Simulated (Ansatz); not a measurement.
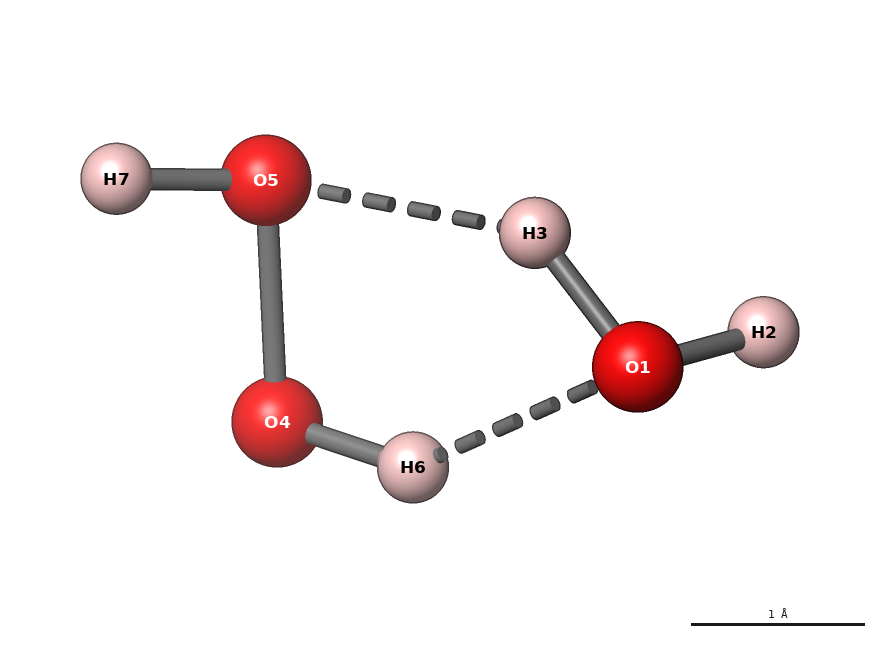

Broken lines mark hydrogen bonds. Computed geometry: PBE-D4/def2-SVP optimisation. No frequency run is at hand to confirm it as a minimum.

Tabulate the hydrogen bonds (donors O, N, F, S, Cl) with their geometry.

```tsv
D–H···A	D–H (Å)	H···A (Å)	angle (°)	kind
O1–H3···O5	0.99	1.96	133	intermolecular
O4–H6···O1	1.00	1.81	146	intermolecular
```
